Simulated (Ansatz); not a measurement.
# Calculations on CH₇BOS

Part 1: Relaxation

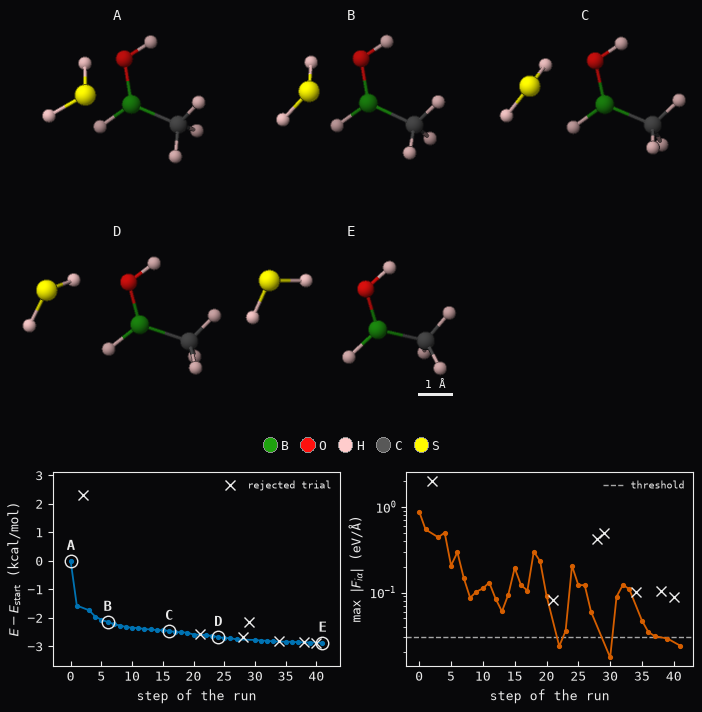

Frames of a relaxation of CH$_{7}$BOS, marked on the history of the run. A ball-and-stick model, seen at a tilt.

The run prepares an end point of a later path (reaction) calculation, from a guessed geometry.

Computed with RKS BHLYP-D4/6-31G* (Ansatz). Set-up: no spin polarisation; force threshold 0.03 eV/Å; at most 50 steps.

Question: What happens along the run?

Answer: Over 34 accepted moves (41 points after the start) the energy falls by 2.87 kcal/mol. The largest force component goes from 0.88 to 0.024 eV/Å. The line search rejected the trial steps at points 2, 21, 28, 29, 34, 38, 40 of the run. The forces were under the threshold at step 22, but the run went on from there. The S atom moves most after the best rigid fit: 1.75 Å. By element the largest moves are S 1.75 Å, H 1.24 Å, O 1.04 Å, C 0.68 Å, B 0.58 Å. Among the contacts that change: H–S 1.371 → 1.337 Å, B–O 1.383 → 1.354 Å. Among the angles between lasting bonds that change: B–C–H 112.0° → 109.9°. Groups turn about B–C by about 25°. Cost: 2.8 min on 1 thread of Arm Neoverse V1 (shared host), peak memory 0.18 GiB. From step 0 to 6: the S atom moves most (0.40 Å), energy −2.14 kcal/mol. From step 6 to 16: an H atom moves most (0.50 Å), energy −0.32 kcal/mol. From step 16 to 24: the S atom moves most (0.57 Å), energy −0.21 kcal/mol. From step 24 to 41: an H atom moves most (0.52 Å), energy −0.20 kcal/mol.

```
step  E − E(0), kcal/mol  largest force component, eV/Å      note
   0                0.00                         0.8826          
   1               -1.56                         0.5463          
   2                2.30                         2.0375  rejected
   3               -1.73                         0.4422          
   4               -1.95                         0.5026          
   5               -2.06                         0.2070          
   6               -2.14                         0.2959          
   7               -2.21                         0.1479          
   8               -2.26                         0.0870          
   9               -2.31                         0.1026          
  10               -2.34                         0.1117          
  12               -2.39                         0.0848          
  13               -2.40                         0.0602          
  15               -2.43                         0.1943          
  17               -2.49                         0.1056          
  18               -2.50                         0.3013          
  20               -2.58                         0.0918          
  21               -2.57                         0.0808  rejected
  23               -2.63                         0.0356          
  25               -2.70                         0.1223          
  26               -2.70                         0.1220          
  28               -2.66                         0.4247  rejected
  30               -2.77                         0.0174          
  31               -2.79                         0.0894          
  33               -2.82                         0.1097          
  34               -2.82                         0.1010  rejected
  36               -2.84                         0.0345          
  38               -2.84                         0.1030  rejected
  39               -2.86                         0.0290          
  41               -2.87                         0.0239
```

Limits of the set-up: the start holds two separate molecules, 2.2 Å apart at their closest, whose relative position is a soft coordinate.

Part 2: Relaxation

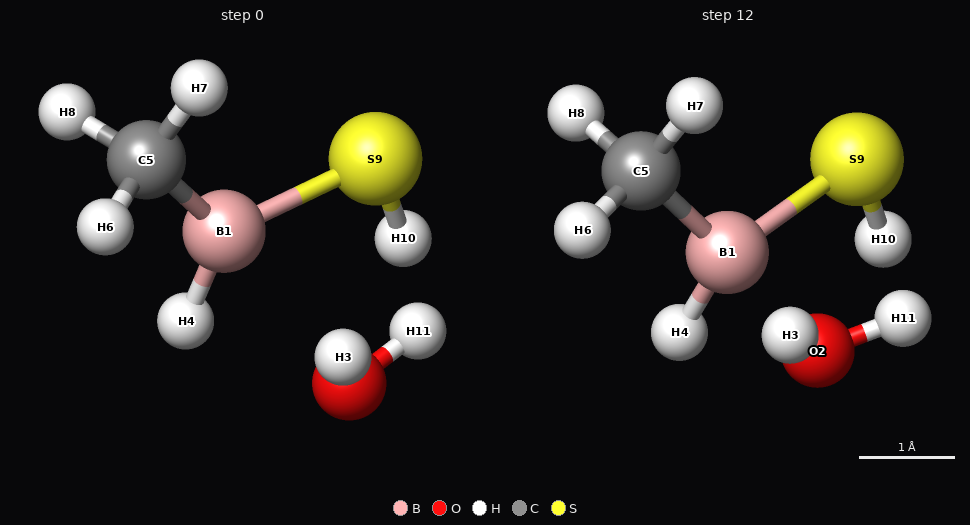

The structure of CH7BOS before (left) and after (right) a relaxation, at one scale.

The picture is a ball-and-stick view, seen from a free direction.

The run prepares an end point of a later path (reaction) calculation, from a guessed geometry.

Theory: Ansatz 0.2.0, RKS BHLYP-D4/6-31G*. (no spin polarisation; force threshold 0.03 eV/Å; at most 50 steps)

Describe what moved and what it gained.

The largest move after the best rigid fit is that of H3, 0.53 Å. By element the largest moves are H 0.53 Å, O 0.46 Å, B 0.35 Å, C 0.18 Å, S 0.06 Å. Some distances before and after: B1–O2 2.608 → 1.804 Å, B1–C5 1.558 → 1.586 Å, B1–S9 1.866 → 1.883 Å, O2–H11 0.979 → 0.965 Å. Bond angles that change, for instance: H4–B1–C5 123.6° → 119.2°, C5–B1–S9 118.4° → 114.3°, H3–O2–H11 104.3° → 107.3°. The energy falls by 10.8 kJ/mol in 10 accepted moves (12 points after the start). The largest force component goes from 0.99 to 0.027 eV/Å. The line search rejected the trial steps at points 1, 8 of the run.

Limits of the set-up: the start holds two separate molecules, 2.6 Å apart at their closest, whose relative position is a soft coordinate.

Part 3: Path

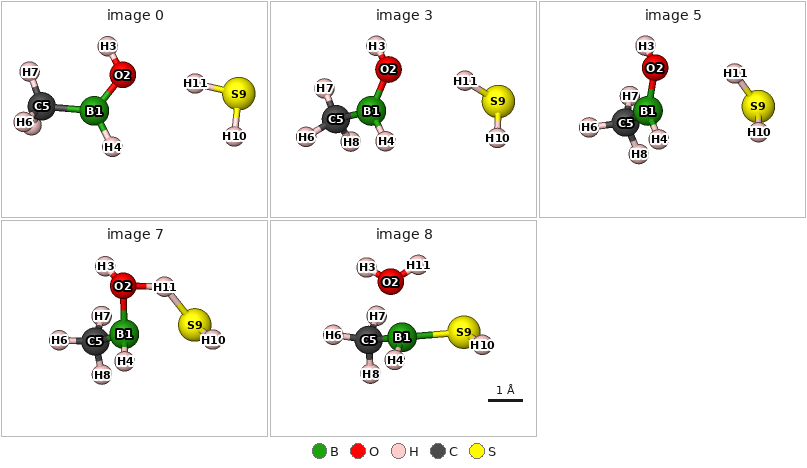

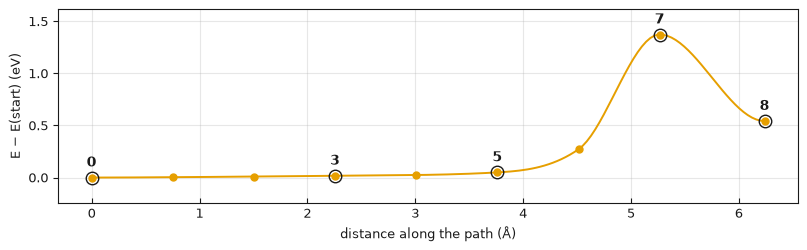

A search for the minimum-energy path of CH₇BOS by the nudged elastic band. Images are numbered from 0 (start) to 8 (end). The picture is a ball-and-stick view, seen face on.

Computed with RKS BHLYP-D4/6-31G* (Ansatz 0.2.0). Run with 7 movable images; climbing image; force threshold 0.05 eV/Å; iteration limit 60; starting path through a guess of the saddle point.

**Read off the barrier and say what moves.**

Breaking: B1–O2 (1.35 → 1.53 at the top → 1.80 Å), S9–H11 (1.34 → 1.58 at the top → 2.58 Å). Forming: B1–S9 (4.30 → 2.16 at the top → 1.88 Å), O2–H11 (2.16 → 1.28 at the top → 0.96 Å). Forward barrier 1.37 eV, backward barrier 0.83 eV, with image 7 at the top; the reaction energy is +0.54 eV. The band converged in 30 iterations, with a climbing image at the top. At the top, the vibrational analysis gives one imaginary mode (1486i cm⁻¹), as a transition state must have.

Cost: 13 min on 1 thread of Arm Neoverse V1, on a shared host, peak memory 0.18 GiB.
